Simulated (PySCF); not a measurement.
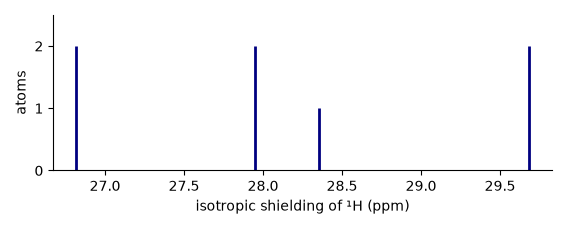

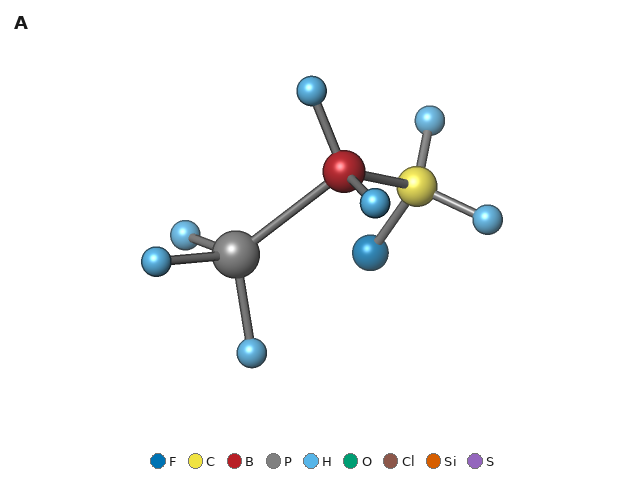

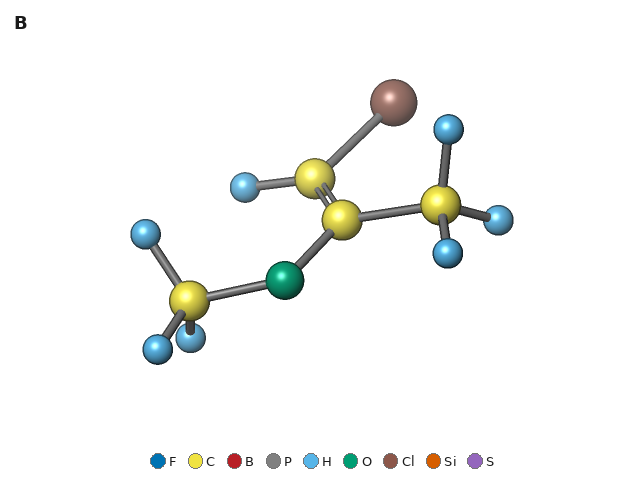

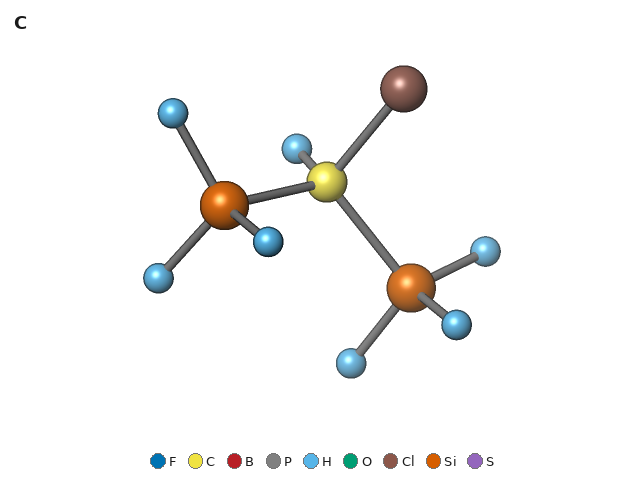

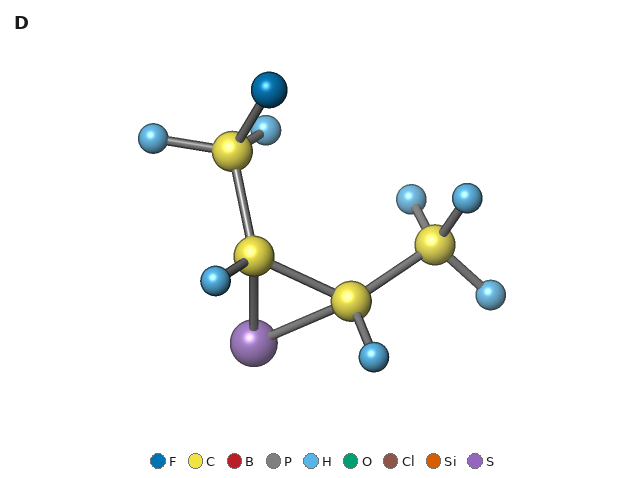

The sticks are computed shieldings of one of the molecules, for one fixed geometry (GFN2-xTB) without averaging over rotations. Low shielding means a high chemical shift. Method: GIAO PBE0/pcSseg-1 NMR shielding, non-relativistic, gas phase (PySCF 2.14.0).

Which molecule gives this pattern?

A, `FC[BH2-][PH3+]`. Its 7 H atoms give lines at 26.82 (2 atoms), 27.95 (2 atoms), 28.35, 29.68 (2 atoms) ppm.

The geometry is semi-empirical. Around B, P, Si such bond lengths and angles can be off by a tenth of an ångström or more and by several degrees, and values that hang on the shape move with them.
